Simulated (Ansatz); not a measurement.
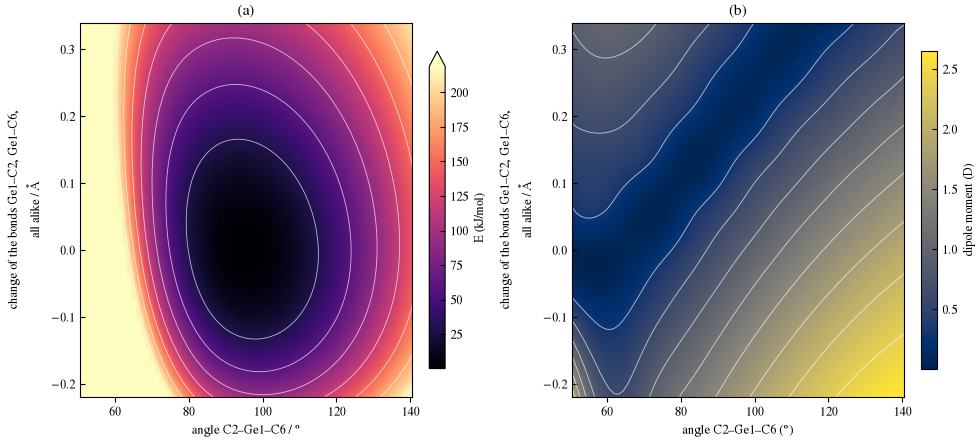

GeMe2 (C2H6Ge). First axis: angle C2–Ge1–C6. Second axis: change of the bonds Ge1–C2, Ge1–C6, all alike. Nothing is relaxed (all other coordinates rigid). Grid: 9 × 9 points. Points are written as (first, second). All energies are given in kJ/mol relative to the relaxed molecule at the same level. Method: RKS PBE0-D4/def2-TZVP (Ansatz).

Panel (a) is the energy; panel (b) is the computed dipole moment, in D.

Drawn: a smooth colour map with a few white contour lines, one colour for all values above the top of the scale. Between grid points the surface is interpolated.

> How does the dipole moment vary over the map, and what is it at the lowest grid point?

Leaving out the highest fifth of the energies, it runs from 0.02 D at (73.0°, 0.060 Å) to 2.53 D at (129.3°, −0.219 Å). At the lowest grid point, (95.5°, −0.010 Å), it is 0.89 D.
